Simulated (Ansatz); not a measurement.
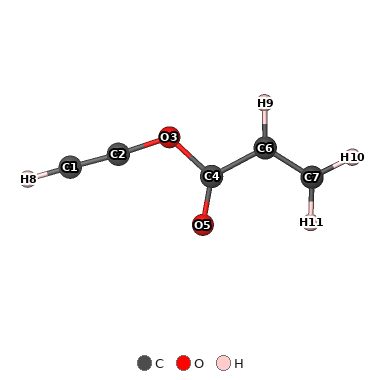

The system is C5H4O2, SMILES C#COC(=O)C=C; the picture shows the reference structure. Coordinates scanned: (1) dihedral O3–C4–C6–C7; (2) dihedral C4–C6–C7–H10. Nothing is relaxed (all other coordinates rigid). Grid: 10 × 10 points; 52 points were computed and 48 follow by symmetry. Points are written as (first, second). Energies: kcal/mol, counted from the relaxed molecule at the same level. The dihedral twists a double bond; near 90° a spin-restricted reference is unreliable. All numbers below come from Ansatz 0.2.0, RKS PBE0-D4/def2-SVP.

Its coordinates:

```yaml
atoms:
  - { symbol: C, position_ang: [-0.4808, -2.7706, 1.8709] }
  - { symbol: C, position_ang: [-0.2343, -1.6532, 1.4869] }
  - { symbol: O, position_ang: [0.0471, -0.4268, 1.1457] }
  - { symbol: C, position_ang: [-0.0379, -0.0700, -0.1958] }
  - { symbol: O, position_ang: [-0.3580, -0.8421, -1.0445] }
  - { symbol: C, position_ang: [0.3215, 1.3508, -0.3423] }
  - { symbol: C, position_ang: [0.3114, 1.9207, -1.5496] }
  - { symbol: H, position_ang: [-0.7025, -3.7672, 2.2005] }
  - { symbol: H, position_ang: [0.5888, 1.8948, 0.5664] }
  - { symbol: H, position_ang: [0.5736, 2.9722, -1.6861] }
  - { symbol: H, position_ang: [0.0365, 1.3344, -2.4313] }
```

Range: dihedral O3–C4–C6–C7 from −180 to 144°; dihedral C4–C6–C7–H10 from −180 to 144°.

### What landscape does the calculation give?

The lowest grid point is at (−180°, −180°), 0 kcal/mol from the relaxed molecule at the same level. Other grid points that lie below all their neighbours: (−180°, 0°) (0.04 kcal/mol higher); (0°, 0°) (1.5 kcal/mol higher); (0°, −180°) (1.5 kcal/mol higher). The highest grid point, (−72°, −72°), lies 74 kcal/mol above the lowest.

```tsv
dihedral C4–C6–C7–H10 ↓, dihedral O3–C4–C6–C7 →	−180	−144	−108	−72	−36	0	36	72	108	144
144	16	18	23	25	21	17	17	22	23	19
108	60	64	71	74	67	60	61	67	70	64
72	60	64	70	67	61	60	67	74	71	64
36	16	19	23	22	17	17	21	25	23	18
0	0	2	7	7	3	1	3	7	7	2
−36	16	18	23	25	21	17	17	22	23	19
−72	60	64	71	74	67	60	61	67	70	64
−108	60	64	70	67	61	60	67	74	71	64
−144	16	19	23	22	17	17	21	25	23	18
−180	0	2	7	7	3	2	3	7	7	2
```

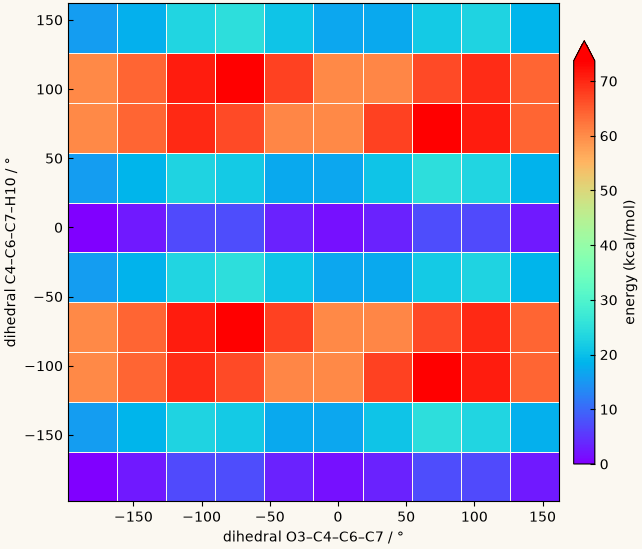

In the figure: one coloured cell a grid point, one colour for all values above the top of the scale.

Each point was launched as `ansatz run input.yaml --threads 1 --pin off --max-ram 2560MiB --backend cpu --events-out ev --progress --plain --runs-dir out`. The whole map (52 points run) took 6.4 min on 1 thread of Arm Neoverse V1, on a shared host.
